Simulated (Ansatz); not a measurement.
## MoHClF5: molecular dynamics (part 5 of 5)

Continued. System: MoHClF5, multiplicity 2. Method: UKS PBE/def2-SVP (Ansatz 0.2.0). It belongs to a series of runs on one base structure; here: dynamics from the highest image of the converged band.

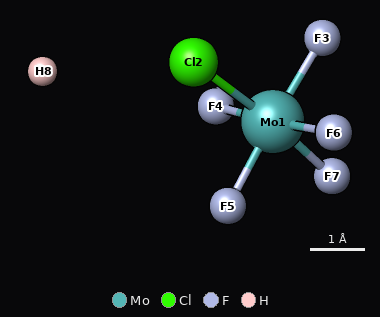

**Figure 1.** The geometry at step 176 of the log (ball-and-stick view, seen at a tilt; atoms are numbered from 1 in the order of the input).

## Trajectory as extended XYZ, continued
```
8
Properties=species:S:1:pos:R:3:forces:R:3 step=152 time_fs=76.0 energy=-27951.54404 temperature=210.8
Mo   -0.0272    0.0530   -0.1113    1.2656   0.1314  -0.3823
Cl   -0.1713    0.3415    2.1131    0.0869   0.0102   0.6248
F     1.8315    0.0536   -0.1153   -0.2841  -0.0999   0.0371
F     0.0749    1.9150   -0.3435   -0.2404  -0.8088   0.0032
F    -1.8429   -0.0044   -0.1850   -0.8718   0.0828  -0.1256
F     0.0392   -1.8099    0.0470   -0.0035   0.6478  -0.0082
F    -0.0447   -0.1376   -1.9494    0.0503   0.0369  -0.1505
H    -1.9130    0.5474    5.0628   -0.0029  -0.0003   0.0016
8
Properties=species:S:1:pos:R:3:forces:R:3 step=154 time_fs=77.0 energy=-27951.55155 temperature=220.5
Mo   -0.0272    0.0530   -0.1121    1.3089   0.1720  -0.3468
Cl   -0.1708    0.3411    2.1148    0.0918   0.0058   0.5870
F     1.8376    0.0537   -0.1161   -0.4401  -0.1011   0.0370
F     0.0743    1.9112   -0.3422   -0.2342  -0.7165  -0.0131
F    -1.8456   -0.0058   -0.1832   -0.7846   0.0914  -0.1263
F     0.0376   -1.8042    0.0466    0.0118   0.5078   0.0021
F    -0.0453   -0.1380   -1.9503    0.0492   0.0409  -0.1409
H    -1.9428    0.5596    5.0598   -0.0027  -0.0002   0.0011
8
Properties=species:S:1:pos:R:3:forces:R:3 step=156 time_fs=78.0 energy=-27951.55760 temperature=228.3
Mo   -0.0271    0.0530   -0.1129    1.3231   0.2114  -0.3097
Cl   -0.1702    0.3407    2.1167    0.0967   0.0011   0.5466
F     1.8435    0.0538   -0.1168   -0.5828  -0.1019   0.0367
F     0.0736    1.9070   -0.3408   -0.2268  -0.6121  -0.0306
F    -1.8486   -0.0072   -0.1815   -0.6832   0.1004  -0.1265
F     0.0359   -1.7981    0.0461    0.0274   0.3565   0.0133
F    -0.0460   -0.1384   -1.9513    0.0481   0.0447  -0.1305
H    -1.9726    0.5718    5.0568   -0.0025  -0.0002   0.0008
8
Properties=species:S:1:pos:R:3:forces:R:3 step=158 time_fs=79.0 energy=-27951.56189 temperature=233.8
Mo   -0.0268    0.0530   -0.1138    1.3102   0.2489  -0.2712
Cl   -0.1696    0.3402    2.1187    0.1014  -0.0037   0.5039
F     1.8491    0.0539   -0.1175   -0.7113  -0.1024   0.0361
F     0.0728    1.9025   -0.3395   -0.2183  -0.4960  -0.0492
F    -1.8520   -0.0086   -0.1798   -0.5699   0.1097  -0.1262
F     0.0343   -1.7919    0.0457    0.0431   0.1953   0.0253
F    -0.0467   -0.1388   -1.9524    0.0471   0.0484  -0.1192
H    -2.0025    0.5840    5.0538   -0.0023  -0.0002   0.0004
8
Properties=species:S:1:pos:R:3:forces:R:3 step=160 time_fs=80.0 energy=-27951.56416 temperature=236.7
Mo   -0.0264    0.0530   -0.1147    1.2723   0.2833  -0.2315
Cl   -0.1690    0.3398    2.1209    0.1060  -0.0086   0.4594
F     1.8543    0.0539   -0.1182   -0.8251  -0.1026   0.0353
F     0.0719    1.8977   -0.3382   -0.2088  -0.3689  -0.0686
F    -1.8557   -0.0098   -0.1782   -0.4472   0.1193  -0.1257
F     0.0327   -1.7856    0.0452    0.0586   0.0259   0.0382
F    -0.0473   -0.1391   -1.9535    0.0463   0.0519  -0.1072
H    -2.0324    0.5961    5.0508   -0.0021  -0.0002   0.0002
8
Properties=species:S:1:pos:R:3:forces:R:3 step=163 time_fs=81.5 energy=-27951.56344 temperature=235.8
Mo   -0.0255    0.0532   -0.1161    1.1751   0.3267  -0.1701
Cl   -0.1681    0.3392    2.1244    0.1125  -0.0162   0.3897
F     1.8613    0.0538   -0.1193   -0.9677  -0.1021   0.0336
F     0.0703    1.8902   -0.3363   -0.1932  -0.1599  -0.0990
F    -1.8616   -0.0117   -0.1759   -0.2513   0.1337  -0.1246
F     0.0303   -1.7761    0.0446    0.0813  -0.2389   0.0586
F    -0.0481   -0.1396   -1.9552    0.0452   0.0568  -0.0881
H    -2.0772    0.6144    5.0463   -0.0019  -0.0002  -0.0002
8
Properties=species:S:1:pos:R:3:forces:R:3 step=165 time_fs=82.5 energy=-27951.56016 temperature=231.6
Mo   -0.0248    0.0533   -0.1170    1.0877   0.3483  -0.1281
Cl   -0.1674    0.3387    2.1268    0.1167  -0.0213   0.3419
F     1.8654    0.0537   -0.1199   -1.0440  -0.1013   0.0323
F     0.0692    1.8851   -0.3351   -0.1821  -0.0103  -0.1198
F    -1.8657   -0.0128   -0.1744   -0.1167   0.1433  -0.1238
F     0.0288   -1.7700    0.0442    0.0955  -0.4185   0.0726
F    -0.0487   -0.1399   -1.9565    0.0447   0.0599  -0.0747
H    -2.1072    0.6266    5.0433   -0.0018  -0.0002  -0.0004
8
Properties=species:S:1:pos:R:3:forces:R:3 step=167 time_fs=83.5 energy=-27951.55475 temperature=224.6
Mo   -0.0240    0.0534   -0.1180    0.9858   0.3625  -0.0856
Cl   -0.1667    0.3383    2.1294    0.1207  -0.0263   0.2934
F     1.8690    0.0535   -0.1206   -1.1055  -0.1002   0.0307
F     0.0679    1.8800   -0.3340   -0.1708   0.1455  -0.1408
F    -1.8698   -0.0139   -0.1730    0.0183   0.1527  -0.1230
F     0.0273   -1.7640    0.0439    0.1088  -0.5969   0.0867
F    -0.0492   -0.1402   -1.9578    0.0444   0.0627  -0.0607
H    -2.1371    0.6388    5.0403   -0.0016  -0.0002  -0.0006
8
Properties=species:S:1:pos:R:3:forces:R:3 step=169 time_fs=84.5 energy=-27951.54744 temperature=215.2
Mo   -0.0231    0.0536   -0.1190    0.8722   0.3681  -0.0427
Cl   -0.1660    0.3379    2.1320    0.1246  -0.0311   0.2443
F     1.8720    0.0533   -0.1212   -1.1524  -0.0986   0.0290
F     0.0666    1.8750   -0.3329   -0.1594   0.3052  -0.1615
F    -1.8740   -0.0148   -0.1717    0.1514   0.1618  -0.1223
F     0.0259   -1.7583    0.0436    0.1210  -0.7705   0.1005
F    -0.0498   -0.1404   -1.9591    0.0442   0.0653  -0.0463
H    -2.1671    0.6509    5.0373   -0.0015  -0.0002  -0.0008
8
Properties=species:S:1:pos:R:3:forces:R:3 step=171 time_fs=85.5 energy=-27951.53861 temperature=203.8
Mo   -0.0221    0.0539   -0.1200    0.7496   0.3640   0.0005
Cl   -0.1652    0.3374    2.1347    0.1283  -0.0359   0.1949
F     1.8744    0.0530   -0.1218   -1.1850  -0.0967   0.0271
F     0.0652    1.8701   -0.3320   -0.1483   0.4663  -0.1818
F    -1.8781   -0.0157   -0.1704    0.2806   0.1704  -0.1218
F     0.0245   -1.7531    0.0434    0.1318  -0.9356   0.1137
F    -0.0502   -0.1406   -1.9604    0.0443   0.0677  -0.0315
H    -2.1971    0.6631    5.0343   -0.0013  -0.0002  -0.0010
8
Properties=species:S:1:pos:R:3:forces:R:3 step=174 time_fs=87.0 energy=-27951.52356 temperature=184.4
Mo   -0.0204    0.0543   -0.1214    0.5540   0.3375   0.0652
Cl   -0.1640    0.3367    2.1388    0.1337  -0.0426   0.1208
F     1.8769    0.0525   -0.1227   -1.2076  -0.0930   0.0241
F     0.0629    1.8632   -0.3307   -0.1324   0.7037  -0.2106
F    -1.8839   -0.0169   -0.1686    0.4635   0.1824  -0.1213
F     0.0226   -1.7461    0.0431    0.1451  -1.1587   0.1316
F    -0.0509   -0.1408   -1.9624    0.0448   0.0710  -0.0084
H    -2.2421    0.6814    5.0298   -0.0010  -0.0002  -0.0014
8
Properties=species:S:1:pos:R:3:forces:R:3 step=176 time_fs=88.0 energy=-27951.51318 temperature=171.1
Mo   -0.0192    0.0546   -0.1224    0.4189   0.3057   0.1081
Cl   -0.1631    0.3362    2.1416    0.1371  -0.0469   0.0717
F     1.8778    0.0521   -0.1232   -1.2057  -0.0902   0.0220
F     0.0613    1.8591   -0.3299   -0.1228   0.8544  -0.2281
F    -1.8875   -0.0176   -0.1675    0.5761   0.1895  -0.1211
F     0.0214   -1.7421    0.0430    0.1519  -1.2853   0.1416
F    -0.0514   -0.1409   -1.9638    0.0454   0.0729   0.0074
H    -2.2721    0.6935    5.0267   -0.0007  -0.0002  -0.0017
8
Properties=species:S:1:pos:R:3:forces:R:3 step=178 time_fs=89.0 energy=-27951.50326 temperature=158.3
Mo   -0.0180    0.0550   -0.1233    0.2818   0.2628   0.1506
Cl   -0.1622    0.3357    2.1444    0.1403  -0.0508   0.0229
F     1.8780    0.0517   -0.1238   -1.1905  -0.0869   0.0198
F     0.0596    1.8554   -0.3293   -0.1140   0.9949  -0.2438
F    -1.8909   -0.0182   -0.1664    0.6797   0.1960  -0.1210
F     0.0203   -1.7388    0.0430    0.1569  -1.3902   0.1498
F    -0.0518   -0.1410   -1.9651    0.0462   0.0745   0.0237
H    -2.3021    0.7057    5.0237   -0.0005  -0.0003  -0.0020
8
Properties=species:S:1:pos:R:3:forces:R:3 step=180 time_fs=90.0 energy=-27951.49441 temperature=146.9
Mo   -0.0168    0.0553   -0.1243    0.1441   0.2095   0.1925
Cl   -0.1613    0.3352    2.1472    0.1435  -0.0545  -0.0253
F     1.8777    0.0512   -0.1244   -1.1624  -0.0834   0.0177
F     0.0579    1.8522   -0.3288   -0.1063   1.1214  -0.2574
F    -1.8938   -0.0186   -0.1655    0.7737   0.2016  -0.1210
F     0.0193   -1.7362    0.0431    0.1603  -1.4704   0.1557
F    -0.0522   -0.1410   -1.9664    0.0472   0.0760   0.0402
H    -2.3321    0.7179    5.0206   -0.0001  -0.0003  -0.0024
8
Properties=species:S:1:pos:R:3:forces:R:3 step=182 time_fs=91.0 energy=-27951.48723 temperature=137.6
Mo   -0.0155    0.0557   -0.1252    0.0069   0.1469   0.2336
Cl   -0.1603    0.3347    2.1501    0.1465  -0.0579  -0.0729
F     1.8768    0.0507   -0.1249   -1.1215  -0.0795   0.0156
F     0.0561    1.8495   -0.3285   -0.0998   1.2305  -0.2684
F    -1.8964   -0.0190   -0.1645    0.8572   0.2064  -0.1211
F     0.0183   -1.7344    0.0432    0.1619  -1.5234   0.1591
F    -0.0525   -0.1410   -1.9678    0.0485   0.0773   0.0570
H    -2.3621    0.7300    5.0175    0.0002  -0.0004  -0.0028
8
Properties=species:S:1:pos:R:3:forces:R:3 step=185 time_fs=92.5 energy=-27951.48054 temperature=129.0
Mo   -0.0136    0.0563   -0.1266   -0.1964   0.0401   0.2933
Cl   -0.1588    0.3339    2.1542    0.1508  -0.0624  -0.1428
F     1.8744    0.0498   -0.1257   -1.0372  -0.0733   0.0125
F     0.0533    1.8468   -0.3282   -0.0921   1.3546  -0.2797
F    -1.8995   -0.0194   -0.1632    0.9616   0.2118  -0.1214
F     0.0171   -1.7331    0.0436    0.1616  -1.5492   0.1590
F    -0.0530   -0.1409   -1.9697    0.0508   0.0789   0.0825
H    -2.4071    0.7483    5.0128    0.0008  -0.0004  -0.0035
8
Properties=species:S:1:pos:R:3:forces:R:3 step=187 time_fs=93.5 energy=-27951.47925 temperature=127.4
Mo   -0.0124    0.0568   -0.1274   -0.3293  -0.0364   0.3315
Cl   -0.1577    0.3333    2.1570    0.1535  -0.0650  -0.1882
F     1.8721    0.0492   -0.1262   -0.9662  -0.0689   0.0106
F     0.0514    1.8458   -0.3282   -0.0883   1.4070  -0.2833
F    -1.9009   -0.0195   -0.1625    1.0167   0.2142  -0.1215
F     0.0163   -1.7332    0.0439    0.1597  -1.5300   0.1553
F    -0.0533   -0.1408   -1.9709    0.0526   0.0796   0.0994
H    -2.4372    0.7604    5.0096    0.0013  -0.0005  -0.0039
8
Properties=species:S:1:pos:R:3:forces:R:3 step=189 time_fs=94.5 energy=-27951.48062 temperature=129.1
Mo   -0.0112    0.0572   -0.1282   -0.4596  -0.1138   0.3682
Cl   -0.1566    0.3328    2.1597    0.1562  -0.0673  -0.2324
F     1.8693    0.0485   -0.1268   -0.8837  -0.0644   0.0088
F     0.0495    1.8455   -0.3283   -0.0856   1.4329  -0.2836
F    -1.9018   -0.0195   -0.1617    1.0598   0.2156  -0.1216
F     0.0157   -1.7341    0.0443    0.1566  -1.4825   0.1488
F    -0.0536   -0.1406   -1.9721    0.0546   0.0801   0.1162
H    -2.4672    0.7726    5.0064    0.0017  -0.0006  -0.0044
8
Properties=species:S:1:pos:R:3:forces:R:3 step=191 time_fs=95.5 energy=-27951.48454 temperature=134.2
Mo   -0.0100    0.0576   -0.1290   -0.5867  -0.1893   0.4032
Cl   -0.1554    0.3322    2.1623    0.1587  -0.0693  -0.2753
F     1.8661    0.0478   -0.1273   -0.7904  -0.0599   0.0071
F     0.0475    1.8460   -0.3286   -0.0836   1.4313  -0.2805
F    -1.9022   -0.0194   -0.1611    1.0905   0.2159  -0.1216
F     0.0151   -1.7357    0.0448    0.1526  -1.4083   0.1394
F    -0.0538   -0.1404   -1.9732    0.0567   0.0803   0.1325
H    -2.4971    0.7847    5.0032    0.0021  -0.0007  -0.0048
8
Properties=species:S:1:pos:R:3:forces:R:3 step=193 time_fs=96.5 energy=-27951.49074 temperature=142.2
Mo   -0.0089    0.0580   -0.1298   -0.7100  -0.2603   0.4363
Cl   -0.1542    0.3315    2.1649    0.1611  -0.0710  -0.3169
F     1.8625    0.0471   -0.1278   -0.6869  -0.0553   0.0056
F     0.0455    1.8471   -0.3290   -0.0822   1.4020  -0.2742
F    -1.9020   -0.0192   -0.1605    1.1086   0.2150  -0.1215
F     0.0146   -1.7381    0.0454    0.1479  -1.3099   0.1276
F    -0.0541   -0.1402   -1.9742    0.0589   0.0802   0.1483
H    -2.5271    0.7968    4.9999    0.0025  -0.0008  -0.0051
8
Properties=species:S:1:pos:R:3:forces:R:3 step=196 time_fs=98.0 energy=-27951.50336 temperature=158.4
Mo   -0.0074    0.0585   -0.1308   -0.8863  -0.3530   0.4821
Cl   -0.1523    0.3306    2.1685    0.1646  -0.0729  -0.3761
F     1.8564    0.0460   -0.1286   -0.5141  -0.0485   0.0036
F     0.0424    1.8502   -0.3299   -0.0808   1.3078  -0.2587
F    -1.9007   -0.0186   -0.1597    1.1115   0.2117  -0.1211
F     0.0140   -1.7428    0.0463    0.1397  -1.1238   0.1055
F    -0.0543   -0.1398   -1.9757    0.0625   0.0796   0.1702
H    -2.5720    0.8150    4.9948    0.0030  -0.0008  -0.0055
8
Properties=species:S:1:pos:R:3:forces:R:3 step=198 time_fs=99.0 energy=-27951.51318 temperature=171.1
Mo   -0.0065    0.0588   -0.1314   -0.9966  -0.4028   0.5101
Cl   -0.1510    0.3299    2.1708    0.1668  -0.0738  -0.4133
F     1.8520    0.0452   -0.1291   -0.3889  -0.0440   0.0024
F     0.0402    1.8531   -0.3306   -0.0799   1.2141  -0.2448
F    -1.8991   -0.0181   -0.1593    1.0967   0.2080  -0.1206
F     0.0136   -1.7467    0.0471    0.1337  -0.9793   0.0885
F    -0.0545   -0.1394   -1.9765    0.0650   0.0788   0.1833
H    -2.6019    0.8271    4.9914    0.0032  -0.0009  -0.0057
8
Properties=species:S:1:pos:R:3:forces:R:3 step=200 time_fs=100.0 energy=-27951.52339 temperature=184.2
Mo   -0.0057    0.0591   -0.1320   -1.0996  -0.4415   0.5358
Cl   -0.1497    0.3292    2.1731    0.1688  -0.0745  -0.4484
F     1.8474    0.0444   -0.1296   -0.2571  -0.0396   0.0015
F     0.0380    1.8566   -0.3315   -0.0789   1.0986  -0.2283
F    -1.8970   -0.0175   -0.1589    1.0684   0.2032  -0.1200
F     0.0134   -1.7511    0.0478    0.1275  -0.8229   0.0701
F    -0.0546   -0.1391   -1.9773    0.0675   0.0776   0.1950
H    -2.6317    0.8392    4.9879    0.0033  -0.0009  -0.0057
```

The run was set up as follows.

## Input
```yaml
crystal:
  periodic: [false, false, false]
  atoms:
    - { symbol: Mo, position_ang: [-0.030187, 0.057163, -0.119024] }
    - { symbol: Cl, position_ang: [-0.185229, 0.353682, 2.142836] }
    - { symbol: F, position_ang: [1.814418, 0.057465, -0.034511] }
    - { symbol: F, position_ang: [-0.017093, 1.882481, -0.39818] }
    - { symbol: F, position_ang: [-1.86928, 0.044953, -0.284488] }
    - { symbol: F, position_ang: [-0.037147, -1.778766, 0.078643] }
    - { symbol: F, position_ang: [0.09444, -0.181087, -1.951885] }
    - { symbol: H, position_ang: [0.230078, -0.435891, 5.586607] }
magnetization:
  spin_polarized: true
  initial_magnetization: 1
basis:
  gaussian: { orbitals: def2-SVP }
hamiltonian:
  xc: pbe
md:
  timestep: 0.5
  n_steps: 200
  ensemble: nve
  temperature: 300.0
  initial_velocities: maxwell_boltzmann
  seed: 10602
```

Run as:
```bash
ansatz run input.yaml --threads 4 --pin off --max-ram 5120MiB --backend cpu --events-out ev --progress --plain --runs-dir out
```

## Key numbers

| quantity | value |
| --- | --- |
| outcome | finished |
| mean temperature over the second half | 179 K |
| trajectory | 200 steps, 100 fs |
| ensemble | nve |
| temperature in the input | 300.0 K |
| time step | 0.5 fs |
| potential energy (last step) | −27951.5235 eV |
| mean-field energy (last step) | −27951.5235 eV |
| ⟨S²⟩ (last step) | 0.750 |
| largest force (length of the vector) (last step) | 1.300 eV/Å |
| hardware | 4 threads of Arm Neoverse V1, 24 GiB of memory available, shared host |
| wall time | 11 min (CPU time 41 min) |
| peak memory | 0.25 GiB |

## Remarks

So short a trajectory is not equilibrated.
